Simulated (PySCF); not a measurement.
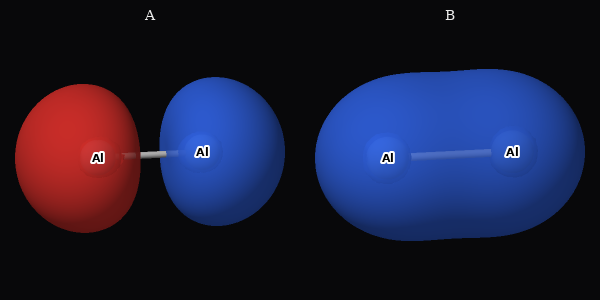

Figure. Al$_{2}$ (charge −1, quartet). Two frontier β-spin orbitals, each drawn at the value that holds 80 % of its norm (blue and red are the two phases), in no order; of a degenerate pair one member is drawn.

The calculation used PBE0/aug-cc-pVDZ(-PP), non-relativistic Hamiltonian with scalar-relativistic core potentials where named, at a bond length of 2.569 Å (PySCF 2.14.0).

Name the orbitals and rank them from lowest to highest energy.

Orbital B: σg, occupied in this spin, −4.62 eV; with no node between the nuclei.
Orbital A: σu, occupied in this spin, −1.86 eV; antibonding, with a node between the atoms.
